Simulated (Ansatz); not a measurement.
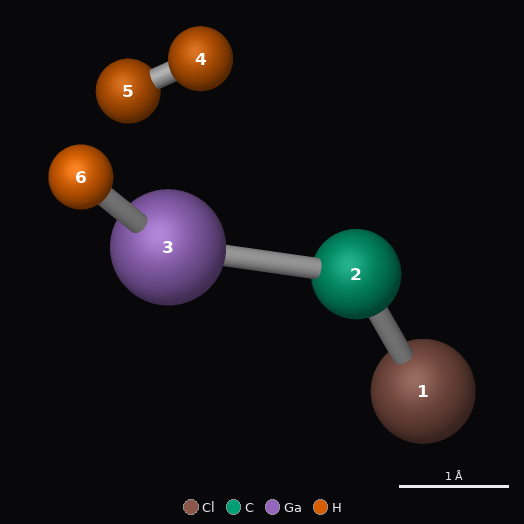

Charge +1, singlet. The computed structure is the end point of a PBE0-D4/def2-TZVP optimisation. No frequency run is at hand to confirm it as a minimum.

### Describe the coordination of atom 3.

Ga3 has 2 neighbours (C2 at 1.94, H6 at 1.54 Å); the arrangement is bent.

### What is the geometry at C2?

C2 has 2 neighbours (Cl1 at 1.59, Ga3 at 1.94 Å); the arrangement is bent.
